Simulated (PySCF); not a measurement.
C4H13AsSi

| atom | x (Å) | y (Å) | z (Å) |
| --- | --- | --- | --- |
| C | 3.2589 | -0.0221 | -0.3636 |
| As | 1.7186 | -1.1269 | 0.1812 |
| C | 0.3478 | 0.3040 | -0.0140 |
| C | -1.0753 | -0.2103 | -0.2100 |
| C | -1.5112 | -1.0670 | 0.9738 |
| Si | -2.2796 | 1.2430 | -0.4956 |
| H | 4.1303 | -0.6484 | -0.5502 |
| H | 3.0446 | 0.5564 | -1.2605 |
| H | 3.5100 | 0.6673 | 0.4431 |
| H | 1.4785 | -1.6877 | -1.2024 |
| H | 0.3930 | 0.9256 | 0.8876 |
| H | 0.6332 | 0.9403 | -0.8574 |
| H | -1.0814 | -0.8477 | -1.1043 |
| H | -1.4818 | -0.4880 | 1.8959 |
| H | -2.5237 | -1.4410 | 0.8347 |
| H | -0.8401 | -1.9244 | 1.0894 |
| H | -2.2363 | 2.1313 | 0.6684 |
| H | -1.8595 | 1.9792 | -1.6907 |
| H | -3.6360 | 0.7258 | -0.6798 |

Geometry: GFN2-xTB.

These are results of PBE0/def2-SVPD, SCF density, gas phase in PySCF 2.14.0, not measurements.

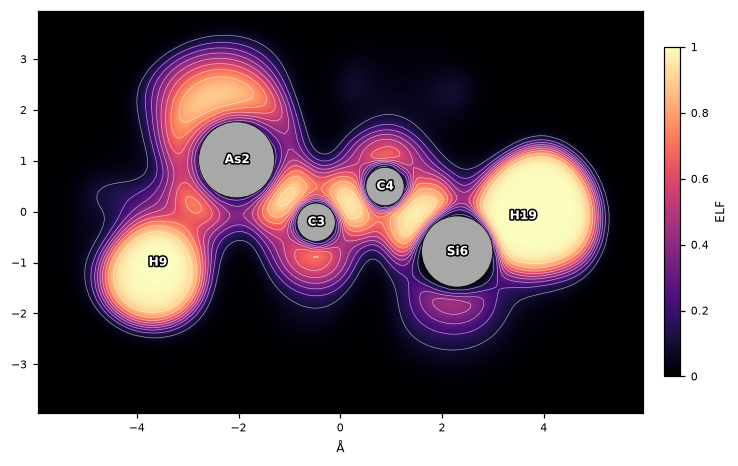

Figure 1. Electron localisation function on the plane of atoms C3, C4 and Si6. Grey discs cover the atomic cores.

Q: What do the fields say about this system?

A: The plane passes through As, C, Si and H nuclei.
C–C (1.53 Å): the ELF peaks at about 0.95 between the atoms; a covalent bond.
C–Si (1.91 Å): the ELF peaks at about 0.95 between the atoms; a shared electron pair.
C–As (1.99 Å): the ELF peaks at about 0.90 between the atoms; a covalent bond.
Si–H (1.46 Å): the ELF climbs to about 1 towards the hydrogen, as it does in any bond to H.
The ELF also peaks beside As2, away from the bonds: lone-pair regions.

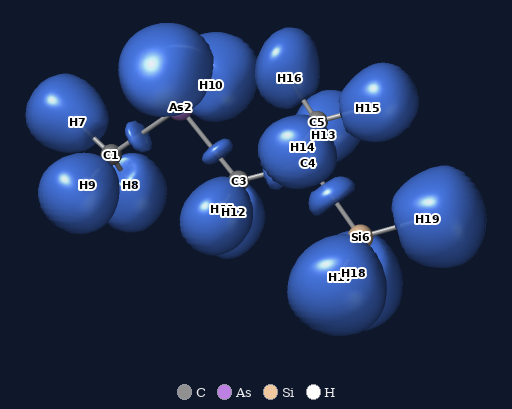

Figure 2. Isosurface of the electron localisation function at 0.85 (blue), seen at a tilt. Only the valence region is drawn (cores and ρ < 0.01 e/Å³ removed).

Q: Identify the bonds, lone pairs and shells in this picture.

A: At this value the surface marks out two regions between bonded As–C atoms (shared pairs), two regions between bonded C–C atoms (shared pairs), one region between bonded C–Si atoms (shared pairs), 13 regions around hydrogen nuclei and one lobe on As, pointing away from the bonds (lone pairs). Profiles from the grid: C–C (1.52 Å): the ELF peaks at about 0.95 between the atoms; a covalent bond.

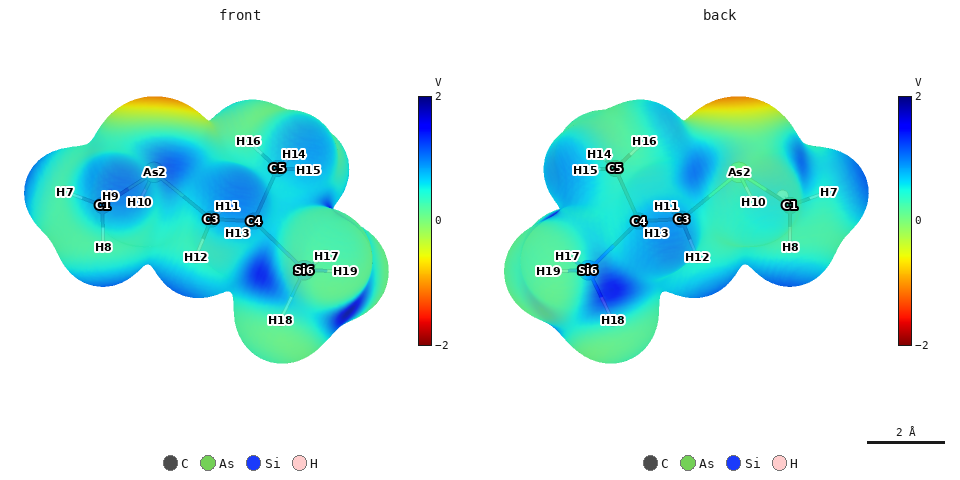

Figure 3. The electrostatic potential painted on the density surface at 0.004 e/bohr³, seen from the front and from behind; red is negative and blue positive.

Q: Where is the surface potential most negative and most positive?

A: The most negative region (about −1.0 V) lies over As2, the most positive (about +1.5 V) over Si6.

Q: What dipole moment does the calculation give?

A: Its dipole moment is 0.67 D.
